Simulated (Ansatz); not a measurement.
**Si2H5Cl (SMILES [SiH3][SiH2]Cl): MP2/cc-pVDZ**

Aim: the vertical singlet–triplet gap of Si2H5Cl at MP2/cc-pVDZ, from 2 runs. 

The calculation is run with Ansatz 0.2.0.

59 further runs of the same task are left out: 59 set aside as unsound or not needed.

**1. The structure to begin with**

Si2H5Cl has 8 atoms, charge 0, and is taken as a singlet. SMILES: `[SiH3][SiH2]Cl`. The coordinates come from a PBE0-D4/def2-TZVP relaxation.

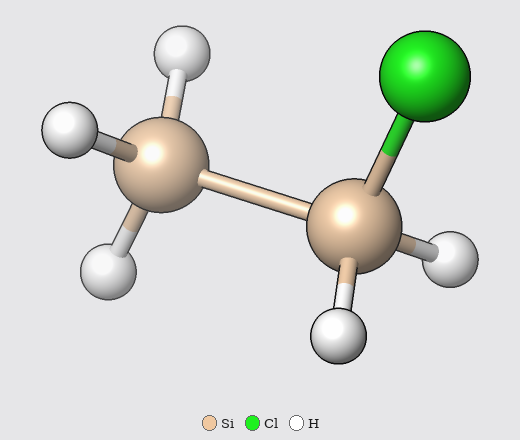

The structure, seen from a chosen angle (silicon light orange, chlorine green, hydrogen white).

**2. A single-point energy at MP2/cc-pVDZ**

The input, job.yaml:

```yaml
crystal:
  periodic: [false, false, false]
  atoms:
    - {symbol: Si, position_ang: [-0.706500, 0.881800, -0.390300]}
    - {symbol: Si, position_ang: [0.573400, -0.938800, 0.325900]}
    - {symbol: Cl, position_ang: [2.431600, -0.252900, 0.908000]}
    - {symbol: H, position_ang: [-2.053000, 0.410100, -0.813000]}
    - {symbol: H, position_ang: [-0.034300, 1.540700, -1.540000]}
    - {symbol: H, position_ang: [-0.854500, 1.855700, 0.722100]}
    - {symbol: H, position_ang: [-0.041800, -1.622800, 1.491400]}
    - {symbol: H, position_ang: [0.777200, -1.930900, -0.759900]}
basis:
  gaussian:
    orbitals: cc-pVDZ
total_charge: 0
correlation:
  method: mp2
  frozen_orbitals: {Cl: 5, H: 0, Si: 5}
accuracy: high
```

Run with:

```bash
$ ansatz run job.yaml --threads 1 --pin off --max-ram 3480MiB --events-out events.jsonl --progress --plain --runs-dir runs
```

Standard output:

```text
Warning: RAYON_NUM_THREADS=1 ignored (pool sized by the plan → 1); use --threads N
Functional definition: HF
  name "HF"
  exchange = exact_x
  correlation = 0
1853 factors; integrals over basis functions are off by at most 3.8e-9 eV
mean field evaluation 1: about -28307.2420 eV, gradient 1.5e1 eV
mean field evaluation 2: about -28307.2562 eV, gradient 1.5e1 eV
mean field evaluation 4: about -28308.4453 eV, gradient 1.8e0 eV
mean field evaluation 8: about -28308.4614 eV, gradient 2.0e-4 eV
mean field -28308.46142031 eV, -1040.3167690320 hartree, gradient 3.5e-8 eV, S^2 0.000000; 0 other end points of the search recorded, 0 dependent functions left out
15 core orbitals not correlated: weight in the atoms' cores, before any rotation towards them, 1.000 or more for the frozen orbitals, at most 0.000 for the correlated occupied ones
reference -28308.46142031 eV, -1040.3167690320 hartree; 10, 10 occupied and 54, 54 virtual orbitals, 1853 factors
second order -9.19060939 eV of doubles, -0.00000000 eV of singles
Total energy: -28317.65202970 eV, -1040.6545176976 hartree
```

It took 3 s on 1 thread of Arm Neoverse V1, shared host; peak memory 0.22 GiB.

**3. The triplet at the same level**

job.yaml, as its differences from that of step 2:

```diff
@@ -14,3 +14,5 @@
     orbitals: cc-pVDZ
-total_charge: 0
+magnetization:
+  spin_polarized: true
+  initial_magnetization: 2
 correlation:
```

Run with:

```bash
$ ansatz run job.yaml --threads 1 --pin off --max-ram 3480MiB --events-out events.jsonl --progress --plain --runs-dir runs
```

Standard output (excerpt; [...] marks lines left out):

```text
Warning: RAYON_NUM_THREADS=1 ignored (pool sized by the plan → 1); use --threads N
[... 2 set-up lines as earlier in the session ...]
[...]
1854 factors; integrals over basis functions are off by at most 3.8e-9 eV
[...]
mean field -28302.21502568 eV, -1040.0872182633 hartree, gradient 2.2e-8 eV, S^2 2.010234; 8 other end points of the search recorded, 0 dependent functions left out
15 core orbitals not correlated: weight in the atoms' cores, before any rotation towards them, 1.000 or more for the frozen orbitals, at most 0.000 for the correlated occupied ones
reference -28302.21502568 eV, -1040.0872182633 hartree; 11, 9 occupied and 53, 55 virtual orbitals, 1854 factors
second order -9.09602056 eV of doubles, -0.00000000 eV of singles
Total energy: -28311.31104624 eV, -1040.4214908534 hartree
```

It took 8.1 s on 1 thread of Arm Neoverse V1, shared host; peak memory 0.29 GiB.

**4. Outcome**

At MP2/cc-pVDZ, 15 core orbitals frozen:

| quantity | value |
| --- | --- |
| singlet: total energy | -1040.65452 Eh |
| singlet: correlation energy (15 core orbitals frozen) | -337.7 mEh |
| triplet: total energy | -1040.42149 Eh |
| triplet: correlation energy (15 core orbitals frozen) | -334.3 mEh |
| triplet: ⟨S²⟩ of the reference determinant | 2.010 |
| vertical energy of the triplet above the singlet | 6.341 eV |

**Reading.** At this shape the triplet lies 6.34 eV (612 kJ/mol) above the singlet.
